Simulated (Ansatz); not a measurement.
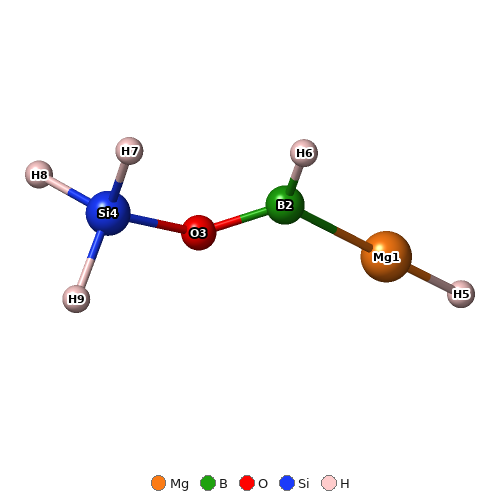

The system is BH₅MgOSi (SMILES [MgH][BH]O[SiH3]) with the probe Cl-; the picture shows it without the atoms that are moved over the map. 
- The probe is moved over a plane parallel to the molecule's main plane, 4.30 Å above it.
- First axis: x of the probe's Cl atom. Second axis: y of the probe's Cl atom.
- Nothing is relaxed (molecule and probe rigid).
- Grid: 13 × 7 points.
- Points are written as (first, second).
- Energies are in kJ/mol, from the lowest grid point.
- These are results of Ansatz, RHF/def2-SVPD, not measurements.

Range: x of the probe's Cl atom from −5.34 to 5.34 Å; y of the probe's Cl atom from −2.67 to 2.67 Å.

### What will the energy surface look like?

The lowest grid point is at (1.78 Å, 0.00 Å). No other kind of well shows on this grid. The highest grid point, (5.34 Å, −2.67 Å), lies 37.5 kJ/mol above the lowest. Near the minimum the curvatures are about 0.071 and 0.085 eV/Å² along the soft and the stiff direction.

| y of the probe's Cl atom ↓, x of the probe's Cl atom → | −5.34 | −4.45 | −3.56 | −2.67 | −1.78 | −0.89 | 0.00 | 0.89 | 1.78 | 2.67 | 3.56 | 4.45 | 5.34 |
| --- | --- | --- | --- | --- | --- | --- | --- | --- | --- | --- | --- | --- | --- |
| 2.67 | 29.0 | 27.6 | 26.1 | 24.5 | 22.9 | 21.3 | 19.3 | 17.2 | 15.5 | 15.5 | 18.1 | 22.6 | 27.6 |
| 1.78 | 27.7 | 25.9 | 23.8 | 21.6 | 19.3 | 16.9 | 14.1 | 10.9 | 8.5 | 8.9 | 13.1 | 20.1 | 27.1 |
| 0.89 | 26.8 | 24.7 | 22.6 | 20.1 | 17.1 | 14.1 | 10.3 | 5.8 | 2.5 | 3.2 | 9.5 | 19.0 | 27.9 |
| 0.00 | 26.5 | 24.6 | 23.0 | 21.0 | 17.8 | 14.2 | 9.7 | 4.1 | 0.0 | 1.2 | 9.1 | 20.4 | 30.2 |
| −0.89 | 26.9 | 25.2 | 24.1 | 22.7 | 20.0 | 16.6 | 12.0 | 6.4 | 2.6 | 4.4 | 12.8 | 23.9 | 33.2 |
| −1.78 | 27.8 | 26.3 | 25.1 | 24.0 | 22.2 | 19.5 | 15.9 | 11.5 | 8.9 | 11.2 | 18.7 | 28.2 | 35.8 |
| −2.67 | 29.0 | 27.7 | 26.6 | 25.6 | 24.4 | 22.7 | 20.1 | 17.4 | 16.3 | 18.7 | 24.6 | 31.7 | 37.5 |

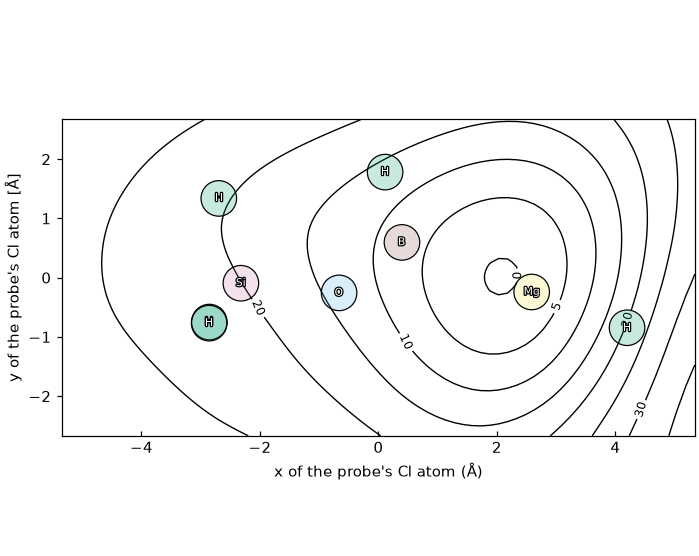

Drawn: contour lines labelled in kJ/mol, labelled circles for the molecule's atoms, projected on the plane. Between grid points the surface is interpolated.

Time for the 91 points that were run: 9.4 min on 1 thread of Intel(R) Xeon(R) Platinum 8488C (Sapphire Rapids), with other jobs on the host.
